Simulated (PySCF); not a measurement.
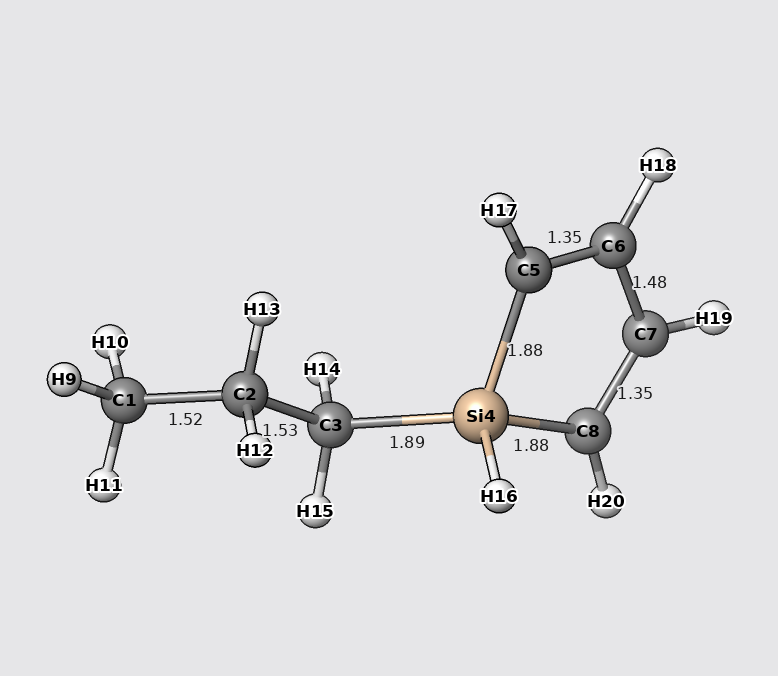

The numbers beside the sticks are distances in Å. Sticks don't show bond order. The computed structure is the end point of a PBE0-D3(BJ)/def2-SVP optimisation. No frequency run is at hand to confirm it as a minimum.

Question: Which of the marked bonds are single, double, triple or aromatic?

Answer: C1–C2 single; C2–C3 single; C3–Si4 single; Si4–C5 single; Si4–C8 single; C5–C6 double; C6–C7 single; C7–C8 double.

Question: Write the SMILES.

Answer: CCC[SiH]1C=CC=C1
